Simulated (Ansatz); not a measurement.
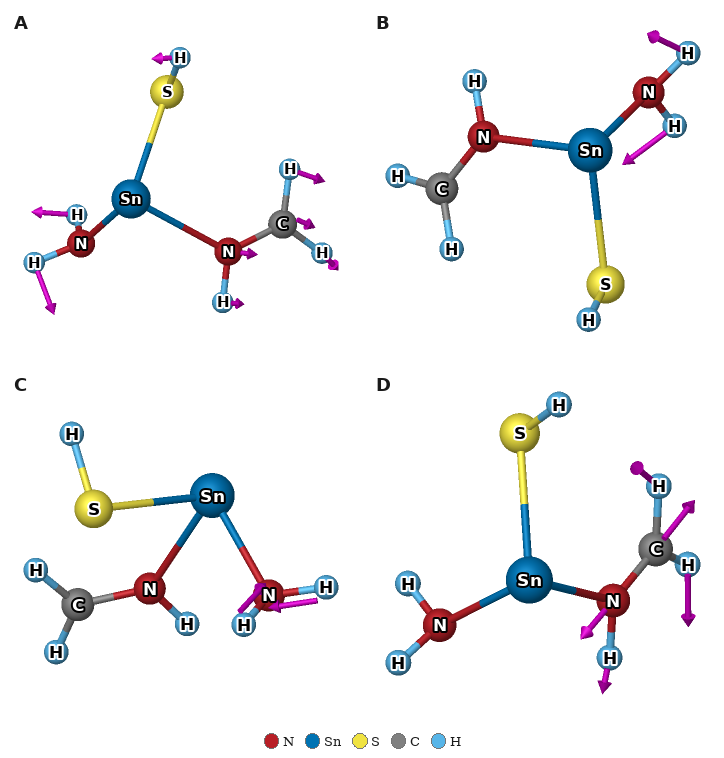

4 normal modes of one molecule or complex, as arrows. Harmonic vibrations computed with RKS PBE0-D4/def2-TZVP, core potentials on Sn (Ansatz 0.2.0) at a stationary point of the same level.

Match the panels to the wavenumbers 180 cm⁻¹, 1558 cm⁻¹, 1735 cm⁻¹, 3538 cm⁻¹.

Answer. A: 180 cm⁻¹
B: 1558 cm⁻¹, H–N–H bending
C: 3538 cm⁻¹, in-phase stretching of 2 N–H bonds
D: 1735 cm⁻¹
